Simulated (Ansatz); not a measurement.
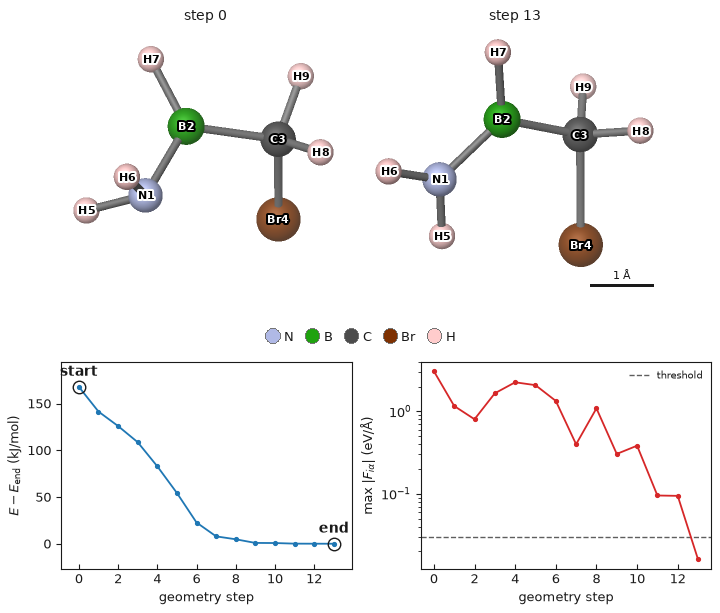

First and last geometry of a relaxation of CH₅BBrN (coarse preliminary run), with the history of the run. The picture is a ball-and-stick view, seen from a free direction.

The start comes from a force field.

Method: RKS PBE-D4/def2-SVP (Ansatz).

The input:
```yaml
crystal:
  periodic: [false, false, false]
  atoms:
    - {symbol: N, position_ang: [-0.686600, 1.244500, -0.253600]}
    - {symbol: B, position_ang: [0.417800, 0.311200, -0.111000]}
    - {symbol: C, position_ang: [0.129300, -1.146500, 0.436900]}
    - {symbol: Br, position_ang: [-0.933500, -2.103200, -0.753700]}
    - {symbol: H, position_ang: [-0.745000, 1.583100, -1.283300]}
    - {symbol: H, position_ang: [-0.501800, 2.147800, 0.304600]}
    - {symbol: H, position_ang: [1.547300, 0.655500, -0.379500]}
    - {symbol: H, position_ang: [-0.269800, -1.065500, 1.446800]}
    - {symbol: H, position_ang: [1.130700, -1.673000, 0.575700]}
basis:
  gaussian: {orbitals: def2-SVP}
hamiltonian: {xc: pbe, dispersion: d4}
relax: {f_tol: 0.03, max_steps: 200}
```

Run as
```bash
ansatz run in.yaml --threads 4 --pin off --events-out ev --progress --plain --max-ram 10444MiB
```

Question: Did the run converge, and what did it change?

Answer: It converged. Over 13 geometry steps the energy falls by 167.8 kJ/mol. Largest force component: 3.1 eV/Å at the start, 0.016 eV/Å at the end. The largest move after the best rigid fit is that of H7, 1.20 Å. By element the largest moves are H 1.20 Å, Br 0.58 Å, N 0.40 Å, B 0.37 Å, C 0.14 Å. Some distances before and after: C3–Br4 1.861 → 1.976 Å, N1–B2 1.453 → 1.390 Å, N1–H5 1.086 → 1.026 Å, N1–H6 1.078 → 1.019 Å. Bond angles that change, for instance: B2–N1–H6 110.9° → 124.1°, B2–N1–H5 109.5° → 120.9°, H5–N1–H6 103.8° → 115.0°. Groups turn about B2–C3 by about 60°.
